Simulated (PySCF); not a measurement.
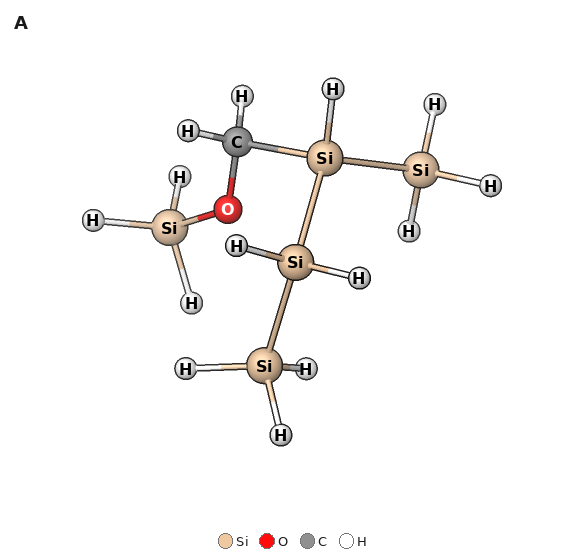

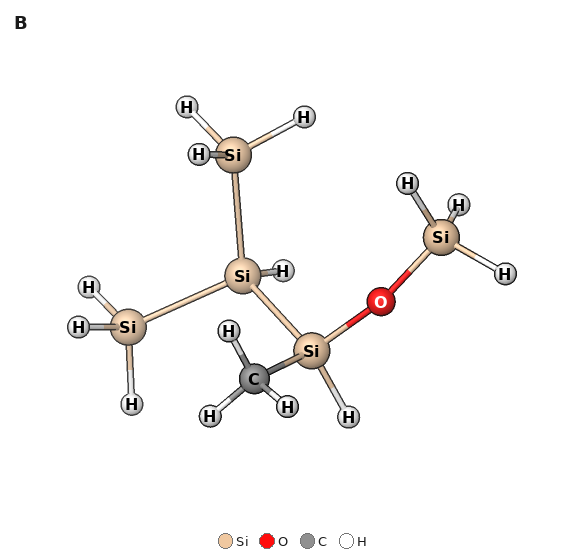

2 stationary structures of one formula. Geometries: GFN2-xTB. Electronic energies: PBE0/pcSseg-1 (PySCF 2.14.0), without zero-point energy. No frequency run is at hand to confirm each as a minimum. Each is one conformer, not always the lowest.

Which is lowest in energy, and by how much?

Answer. B is lowest; A lies 47.0 kcal/mol above it. A is `[SiH3]OC[Si@H]([SiH3])[SiH2][SiH3]`, B is `C[Si@H](O[SiH3])[SiH]([SiH3])[SiH3]`.

The geometry is semi-empirical. Around Si such bond lengths and angles can be off by a tenth of an ångström or more and by several degrees, and values that hang on the shape move with them.
